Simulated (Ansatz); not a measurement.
# Quasi-harmonic thermodynamics of GaAs (F-43m), part 2 of 3

Aim: the lattice, expansion, heat capacity and bulk modulus of GaAs as it warms.

What experiment has found for this phase:
- volume expansion coefficient 16.2 1e-6/K, heat capacity C_P per formula unit 46.8 J/mol/K and bulk modulus 74.8 GPa near room temperature (given in “High-Throughput Prediction of Finite-Temperature Properties using the Quasi-Harmonic Approximation”, 2016, arXiv:1603.06924)

Ansatz 0.2.0; DFT PBE, scalar-relativistic, plane waves, PAW (the session's first sound run).

So far. Step 2 (Probe on a coarse mesh): The start is under 3.3 GPa at this level and looks like an insulator or semiconductor on this mesh. Step 4 (Relaxing to small residual forces and stress): The residual pressure is 0.0023 GPa, small enough for phonons. The relaxed cell has a = 5.745 Å (conventional setting).

## (5) Relaxing at another setting

The functional, the potentials or the cutoff change, so the crystal is relaxed again at the new setting.

This step: DFT PBE+D3(BJ), scalar-relativistic, plane waves, PAW (Ansatz 0.2.0).

input.yaml reads:

```yaml
crystal:
  lattice:
    - [0.0, 2.8726922801, 2.8726922801]
    - [2.8726922801, 0.0, 2.8726922801]
    - [2.8726922801, 2.8726922801, 0.0]
  atoms:
    - { symbol: Ga, position: [0.0, 0.0, 0.0] }
    - { symbol: As, position: [0.25, 0.25, 0.25] }
kpoints:
  mp_grid: { grid: [12, 12, 12] }
hamiltonian:
  xc: pbe
  dispersion: d3bj
scf:
  occupations: { method: gaussian, width: 0.02 }
output:
  forces: true
  stress: true
  eigenvalues: true
relax:
  adjacent_minimum: "off"
  f_tol: 0.001
  max_steps: 60
  cell: { stress_tol: 0.01 }
```

Run with:

```sh
$ ansatz run input.yaml --threads 4 --pin off --max-ram 8192MiB --backend cpu --events-out ev --progress --plain --runs-dir out
```

Numbers of over 12 decimals in the logs are rounded to 6 here.

Log:

```text
[...]
Crystal: 2 atoms, lattice volume = 47.413 Å³
Basis set: ecut = 420 eV, 941 PW (Γ), exchange–correlation on 60×60×60 points (8 copies of the dense FFT grid, shifted against one another)
Bands: 18, of which v1, the nominal top of the filled ones, is band 14 counted from 1 (13 counted from 0)
Symmetry: 24 space group operations
[...]
k-points: 72 of 1728 (time reversal used)
[...]
SCF iter   1: F=—  HF=-8640.478410 eV  |F-HF|=—  |Δ(HF+E_count)|=         —  Δρ=1.94e-3  dr2=3.12e-3  ethr=1.77e-3  ⟨swp⟩=6.0  Hψ=6006  notcnv=0
[...]
SCF iter   6: F=-8640.477424 eV  HF=-8640.477424 eV  |F-HF|=7.49e-9  |Δ(HF+E_count)|=   1.74e-7  Δρ=6.21e-6  dr2=1.73e-8  ethr=3.57e-10  ⟨swp⟩=5.0  Hψ=5843  notcnv=0
SCF 1 converged in 6 iterations: F = -8640.477424 eV  dr2 = 1.73e-8
[...]
relax step   1: F+E_penalty+E_count = -8640.47742422 eV  Δ(F+E_penalty+E_count) = +0.000e0 eV  max|allowed force component| = 1.018e-16 eV/Å  Δτ_max = 0.0000 Å  P = -2.269 GPa  Ω = 47.413 Å³  (6 SCF iters, dr2 threshold 1.00e-7 eV, accepted)
Crystal: 2 atoms, lattice volume = 45.949 Å³
Basis set: ecut = 420 eV, 893 PW (Γ), exchange–correlation on 60×60×60 points (8 copies of the dense FFT grid, shifted against one another)
[...]
SCF iter   5: F=-8640.489931 eV  HF=-8640.489931 eV  |F-HF|=1.24e-7  |Δ(HF+E_count)|=   4.75e-7  Δρ=1.34e-5  dr2=5.97e-8  ethr=7.14e-10  ⟨swp⟩=5.0  Hψ=5613  notcnv=0
SCF 2 converged in 5 iterations: F = -8640.489931 eV  dr2 = 5.97e-8
relax step   2: F+E_penalty+E_count = -8640.48993128 eV  Δ(F+E_penalty+E_count) = -1.251e-2 eV  max|allowed force component| = 5.327e-17 eV/Å  Δτ_max = 0.0000 Å  P = -0.345 GPa  Ω = 45.949 Å³  energy of the carried Pulay correction = +2.980e-4 eV  (5 SCF iters, dr2 threshold 2.00e-7 eV, accepted)
Crystal: 2 atoms, lattice volume = 45.696 Å³
[...]
SCF iter   4: F=-8640.490238 eV  HF=-8640.490238 eV  |F-HF|=6.47e-9  |Δ(HF+E_count)|=   1.16e-7  Δρ=7.44e-6  dr2=1.40e-8  ethr=7.14e-10  ⟨swp⟩=5.0  Hψ=5937  notcnv=0
SCF 3 converged in 4 iterations: F = -8640.490238 eV  dr2 = 1.40e-8
relax step   3: F+E_penalty+E_count = -8640.49023799 eV  Δ(F+E_penalty+E_count) = -3.067e-4 eV  max|allowed force component| = 5.399e-17 eV/Å  Δτ_max = 0.0000 Å  P = +0.025 GPa  Ω = 45.696 Å³  energy of the carried Pulay correction = +3.504e-4 eV  (4 SCF iters, dr2 threshold 2.00e-7 eV, accepted)
[...]
relax step   4: F+E_penalty+E_count = -8640.49023575 eV  Δ(F+E_penalty+E_count) = +2.238e-6 eV  max|allowed force component| = 2.855e-17 eV/Å  Δτ_max = 0.0000 Å  P = -0.001 GPa  Ω = 45.713 Å³  energy of the carried Pulay correction = +3.469e-4 eV  (4 SCF iters, dr2 threshold 1.54e-9 eV, accepted)
Basis set: ecut = 420 eV, 893 PW (Γ), exchange–correlation on 54×54×54 points (8 copies of the dense FFT grid, shifted against one another)
[...]
SCF iter   7: F=-8640.489892 eV  HF=-8640.489892 eV  |F-HF|=1.82e-12  |Δ(HF+E_count)|=  1.82e-12  Δρ=1.28e-8  dr2=3.47e-14  ethr=1.00e-12  ⟨swp⟩=4.0  Hψ=4594  notcnv=0
SCF 5 converged in 7 iterations: F = -8640.489892 eV  dr2 = 3.47e-14
relax step   5: F+E_penalty+E_count = -8640.48989219 eV  Δ(F+E_penalty+E_count) = +3.436e-4 eV  max|allowed force component| = 4.510e-17 eV/Å  Δτ_max = 0.0000 Å  P = -0.001 GPa  Ω = 45.713 Å³  stress off target by 7.96e-4 GPa  SCF on the basis re-selected at this cell (its energy is not comparable with the rows above)  (7 SCF iters)
basis re-selected at this cell: Δ(F+E_penalty+E_count) = +3.436e-4 eV, ΔP = -0.000 GPa vs the last step (what re-selecting the basis moved, of the pressure what is left beyond the Pulay correction that the steps carried, after the strain that the cell walked since its last selection, with what the two solves' SCF thresholds leave and, on support functions, any second-order correction that the steps lacked; it is no measure of the basis error at this ecutwfc). The dense FFT grid was sized anew with the basis: this SCF ran on 27×27×27 points, the steps before it on 30×30×30, so part of this shift can come from that change (see relax.cell in the input reference). [rest of the remark cut]
SCF converged after 7 iterations
Free energy (F): -8640.489892 eV
[...]
Internal energy: -8640.489892 eV  (E = F + TS)
E sigma→0 (E₀):  -8640.489892 eV
Fermi energy:    8.237717 eV
[...]
--- Stress (GPa, compression-positive) ---
       -0.000796       0.000000       0.000000
        0.000000      -0.000796       0.000000
        0.000000       0.000000      -0.000796
  P = ⅓ Tr σ = -0.0008 GPa (-0.008 kbar)
--- Band table (eV; the first three rows and the last of 72) ---
  k-point 0: bands = [... 10 lower, -4.6207, 8.0229, 8.0229, 8.0229, 8.4515, 11.7608, 11.7608, 11.7608]
  k-point 1: bands = [... 10 lower, -4.5402, 6.7960, 7.9119, 7.9119, 9.3179, 11.9078, 11.9267, 11.9267]
  k-point 2: bands = [... 10 lower, -4.3058, 5.3175, 7.6501, 7.6501, 9.6102, 12.2994, 12.2994, 12.6723]
  k-point 71: bands = [... 10 lower, -2.1174, 1.4502, 4.5478, 4.7408, 12.5917, 12.7415, 13.4023, 14.0681]
--- Relaxed structure (4 steps of the walk, 4 accepted, 1 SCFs on fresh bases) ---
[...]
cell:  # Å, volume = 45.7129 Å³
    - [0, 2.837938, 2.837938]
    - [2.837938, 0, 2.837938]
    - [2.837938, 2.837938, 0]
  atoms:
    - { symbol: Ga, position: [0, 0, 0] }
    - { symbol: As, position: [0.25, 0.25, 0.25] }
```

The job ended after 7.9 s (4 threads of Arm Neoverse V1, shared host; peak memory 0.43 GiB).

Step by step:

| step | energy less that of the first step (eV) | largest force component (eV/Å) | pressure (GPa) | volume (Å³) |
| --- | --- | --- | --- | --- |
| 1 | 0.0000 | 0.0000 | -2.27 | 47.41 |
| 2 | -0.0125 | 0.0000 | -0.34 | 45.95 |
| 3 | -0.0128 | 0.0000 | 0.02 | 45.70 |
| 4 | -0.0128 | 0.0000 | 0.00 | 45.71 |
| 5* | -0.0125 | 0.0000 | 0.00 | 45.71 |

Relaxation steps marked * repeat the geometry before them on a plane-wave basis chosen anew for their cell, so energy and pressure can jump there.

The run keeps the 24 symmetry operations that it works with, so distortions that break them were not tested.

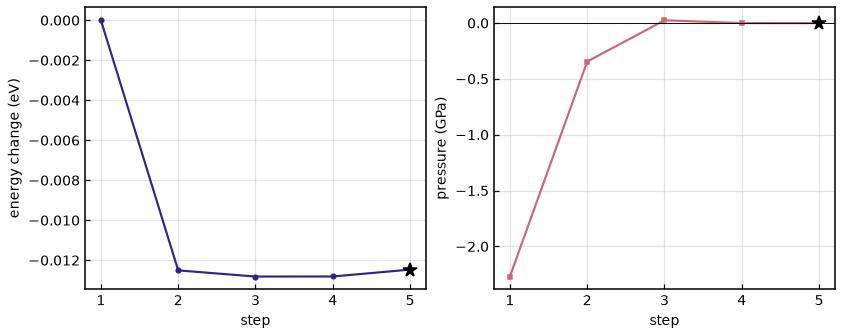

Energy and pressure along the relaxation. Stars mark steps on a basis chosen anew.

| conventional cell, symmetrised | before | after | change |
| --- | --- | --- | --- |
| a (Å) | 5.745 | 5.676 | -1.2 % |
| b (Å) | 5.745 | 5.676 | -1.2 % |
| c (Å) | 5.745 | 5.676 | -1.2 % |
| volume (Å³/atom) | 23.71 | 22.86 | -3.6 % |

The relaxed structure:

```
Ga As
1.0
     0.00000    2.83794    2.83794
     2.83794    0.00000    2.83794
     2.83794    2.83794    0.00000
Ga As
1 1
Cartesian
  0.0000 0.0000 0.0000
  1.4190 1.4190 1.4190
```

This step gave:

| Quantity | Value |
| --- | --- |
| pressure | -7.96e-4 GPa |
| gap on the k-mesh | 0.4285 eV |
| volume per atom | 22.86 Å³ |

The residual pressure is -8.0e-4 GPa, small enough for phonons.

## (6) Phonons on strained cells

Thermal expansion follows from how the free energy of the vibrations (and of the electrons in a metal) changes with strain, so the program makes strained cells, their phonons and a fit in one run.

input.yaml reads:

```yaml
crystal:
  lattice:
    - [0.0, 2.8379382902, 2.8379382902]
    - [2.8379382902, 0.0, 2.8379382902]
    - [2.8379382902, 2.8379382902, 0.0]
  atoms:
    - { symbol: Ga, position: [0.0, 0.0, 0.0] }
    - { symbol: As, position: [0.25, 0.25, 0.25] }
kpoints:
  mp_grid: { grid: [12, 12, 12] }
hamiltonian:
  xc: pbe
  dispersion: d3bj
scf:
  occupations: { method: fixed }
output:
  eigenvalues: true
phonons:
  method: dfpt
  qmesh: [4, 4, 4]
  temperatures: { t_max: 800.0, t_step: 50 }
  thermal_expansion: {}
```

Log:

```text
Warning: phonons: the dynamical matrix that this run interpolates holds no multipole term above the dipole-dipole one, and a site of this crystal is no centre of inversion, so its interpolated transverse optical and acoustic branches and sound speeds can stay off near Gamma, and the density of states and the thermodynamics with them. What a run solves at a wave vector of phonons.qpoints, Gamma apart, where the deck admits one, is free of this, and under fd what a larger phonons.supercell samples
[...]
Crystal: 2 atoms, lattice volume = 45.713 Å³
Basis set: ecut = 487.2 eV, 1139 PW (Γ), exchange–correlation on 60×60×60 points (8 copies of the dense FFT grid, shifted against one another)
Bands: 18, of which v1, the nominal top of the filled ones, is band 14 counted from 1 (13 counted from 0)
Symmetry: 24 space group operations
[...]
k-points: 72 of 1728 (time reversal used)
[...]
SCF iter   1: F=—  HF=-8640.492852 eV  |F-HF|=—  |Δ(HF+E_count)|=         —  Δρ=1.91e-3  dr2=2.84e-3  ethr=1.77e-3  ⟨swp⟩=4.7  Hψ=5417  notcnv=0  defer=130
[...]
SCF iter   8: F=-8640.491650 eV  HF=-8640.491650 eV  |F-HF|=2.73e-11  |Δ(HF+E_count)|=  1.04e-10  Δρ=2.09e-7  dr2=1.19e-11  ethr=1.00e-12  ⟨swp⟩=7.0  Hψ=6976  notcnv=0
SCF 1 converged in 8 iterations: F = -8640.491650 eV  dr2 = 1.19e-11
[...]
relax step   1: F+E_penalty+E_count = -8640.49165029 eV  Δ(F+E_penalty+E_count) = +0.000e0 eV  max|allowed force component| = 1.203e-16 eV/Å  Δτ_max = 0.0000 Å  (8 SCF iters, accepted)
SCF converged after 8 iterations
Free energy (F): -8640.491650 eV
[...]
Internal energy: -8640.491650 eV  (E = F + TS)
E sigma→0 (E₀):  -8640.491650 eV
Fermi energy:    8.022476 eV
[...]
--- Stress (GPa, compression-positive) ---
        0.000777       0.000000      -0.000000
        0.000000       0.000777       0.000000
       -0.000000       0.000000       0.000777
  P = ⅓ Tr σ = 0.0008 GPa (0.008 kbar)
--- Band table (eV; the first three rows and the last of 72) ---
  k-point 0: bands = [... 10 lower, -4.6209, 8.0225, 8.0225, 8.0225, 8.4515, 11.7604, 11.7604, 11.7604]
  k-point 1: bands = [... 10 lower, -4.5404, 6.7957, 7.9115, 7.9115, 9.3177, 11.9074, 11.9263, 11.9263]
  k-point 2: bands = [... 10 lower, -4.3060, 5.3172, 7.6497, 7.6497, 9.6100, 12.2991, 12.2991, 12.6719]
  k-point 71: bands = [... 10 lower, -2.1179, 1.4502, 4.5474, 4.7405, 12.5915, 12.7408, 13.4018, 14.0676]
── thermal expansion: 3 new cells, 3 in all ──
thermal expansion: variable-cell relaxation of cell 1
thermal expansion: relaxation of cell 1
thermal expansion: relaxation of cell 2
thermal expansion: relaxation of cell 3
── thermal expansion: 2 new cells, 5 in all ──
thermal expansion: relaxation of cell 4
thermal expansion: lower-state search of cell 4
thermal expansion: electrons of cell 4
thermal expansion: phonons of cell 4
thermal expansion: relaxation of cell 5
thermal expansion: electrons of cell 1
thermal expansion: electrons of cell 2
thermal expansion: electrons of cell 3
thermal expansion: electrons of cell 5
thermal expansion: phonons of cell 5
── thermal expansion: 5 new cells, 10 in all ──
thermal expansion: relaxation of cell 6
thermal expansion: relaxation of cell 7
thermal expansion: relaxation of cell 8
thermal expansion: relaxation of cell 9
thermal expansion: relaxation of cell 10
thermal expansion: electrons of cell 6
thermal expansion: electrons of cell 7
thermal expansion: electrons of cell 8
thermal expansion: electrons of cell 9
thermal expansion: electrons of cell 10
thermal expansion: phonons of cell 6
thermal expansion: phonons of cell 7
--- Relaxed structure (1 steps of the walk, 1 accepted, 0 SCFs on fresh bases) ---
  F+E_penalty+E_count = -8640.49165029 eV   max|allowed force component| = 1.203e-16 eV/Å
  atoms:
    - { symbol: Ga, position: [0.0, 0.0, 0.0] }
    - { symbol: As, position: [0.25, 0.25, 0.25] }
--- Thermal expansion: 10 cells in 3 rounds, 0 GPa ---
  no lower state was reached at cell 4
  without vibrations: a 4.01347, b 4.01347, c 4.01347 Å, V 45.7135 Å³, B 67.65 GPa
  at 0 K: a 4.01860, b 4.01860, c 4.01860 Å, V 45.8890 Å³, B 66.75 GPa
  zero-point expansion: a +0.128, b +0.128, c +0.128, V +0.384 %
      T/K        a/Å        b/Å        c/Å       V/Å³ | expansion of a, b, c, V (1e-6/K)   | that of V in the mean from 25 °C | C_P, C_V (J/mol K of the cell) | B_T, B_S (GPa)
     0.00    4.01860    4.01860    4.01860    45.8890 |    0.00    0.00    0.00    0.00 |   11.00 |     0.000     0.000 |    66.75    66.75
   100.00    4.01882    4.01882    4.01882    45.8966 |    2.63    2.63    2.63    7.88 |   15.73 |    29.846    29.835 |    66.43    66.46
   200.00    4.02059    4.02059    4.02059    45.9571 |    5.57    5.57    5.57   16.72 |   18.36 |    42.958    42.856 |    65.61    65.76
   298.15    4.02300    4.02300    4.02300    46.0401 |    6.54    6.54    6.54   19.61 |       - |    46.701    46.495 |    64.71    64.99
   350.00    4.02440    4.02440    4.02440    46.0880 |    6.81    6.81    6.81   20.44 |   20.06 |    47.650    47.389 |    64.22    64.57
   450.00    4.02722    4.02722    4.02722    46.1850 |    7.18    7.18    7.18   21.55 |   20.73 |    48.724    48.356 |    63.28    63.76
   550.00    4.03017    4.03017    4.03017    46.2866 |    7.45    7.45    7.45   22.36 |   21.26 |    49.337    48.859 |    62.33    62.94
   650.00    4.03322    4.03322    4.03322    46.3918 |    7.68    7.68    7.68   23.04 |   21.71 |    49.745    49.154 |    61.38    62.12
   750.00    4.03636    4.03636    4.03636    46.5003 |    7.89    7.89    7.89   23.67 |   22.12 |    50.053    49.342 |    60.42    61.29
   800.00    4.03797    4.03797    4.03797    46.5557 |    7.99    7.99    7.99   23.97 |   22.32 |    50.186    49.413 |    59.95    60.88
  the static fit leaves 0.001 meV an atom of the energies and, of the stresses, 0.000 GPa of each cell's largest along a strain (root mean squares over the cells), whose Pulay part it has at -0.018 GPa
  vibrations' free energy: its fit passes through its cells
  the electrons' free energy at temperature is in it; its fit leaves 0.0001 meV an atom at the most
  free energies summed between the sampled wave vectors
  estimated error of the fitted expansion in any direction: up to 0.048e-6/K, at 800 K, with few degrees of freedom (an estimate, not a bound: it was exceeded on models of known expansion)
  the energies and the vibrations are of d3bj (s6 = 1.0, s8 = 0.7875, a1 = 0.4289, a2_bohr = 4.4407) at the weights and the pressure of the crystal at rest
  by sums over the sampled wave vectors an expansion of the volume parts by up to 0.88e-6/K
  by a static energy of one degree less an expansion of the volume parts by up to 0.01e-6/K
  band gaps on the cells' k-points are 0.158 to 0.652 eV
```

Elapsed: 37 min, on 4 threads; peak memory 3.9 GiB; 2.4 h of CPU time.

Numbers from this step:

- pressure: 7.77e-4 GPa
- gap on the k-mesh: 0.4290 eV
- volume expansion coefficient at 298 K: 19.61 1e-6/K
- C_P at 298 K: 23.35 J/mol-atom/K
- entropy at 298 K: 33.26 J/mol-atom/K
- isothermal bulk modulus at 298 K: 64.71 GPa
- Grüneisen parameter at 298 K: 0.7565
- volume at 298 K: 23.02 Å³/atom
- principal linear expansion coefficients at 298 K: 6.535, 6.535, 6.535 1e-6/K

[end of part 2 of 3]

[Logs are printed without paths, hosts, clocks, repeated set-up lines and the standing remarks that a program may print on its own settings, such as how far it seeks lower states.]

[Hosts, paths, dates, database ids (printed as entryN), source tags and the programs' standing remarks are cut or masked in the printed files.]

[A step with changed settings may run another functional than the one named; its input shows which.]
